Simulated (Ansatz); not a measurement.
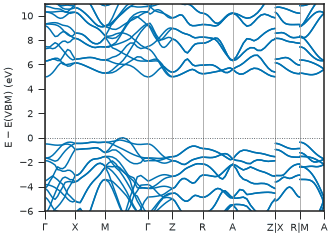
Band structure from plane-wave PAW PBE (Ansatz code)

Task: Read off the gap and where the band edges lie.

Result: About 5.0 eV (4.97 eV by a search for the band edges); maximum on the M–Γ line, 40 % of the way from M, minimum at Γ.

Task: Pick the material that matches.
(A) HfO2, P4_2/nmc (Hf on 2a, O on 4d)
(B) C, P4_12_12 (C on 4a, C on 8b)
(C) SiO2, P4_12_12 (Si on 4a, O on 8b)
(D) ZrO2, P4_2/nmc (Zr on 2a, O on 4d)

Result: B, C, P4_12_12 (C on 4a, C on 8b)

The start of the workflow was typed in or built on a structure type; neither database checked (COD, Materials Project) lists it. It is not the phase usual at ambient conditions (space group No. 194, 227). The cell was relaxed with PBE under the symmetry of its start; whether a distortion lowers the energy is not shown. The volume moved by 26 % from the start of the relaxation.

Potentials: the earlier of the program's two PAW sets.
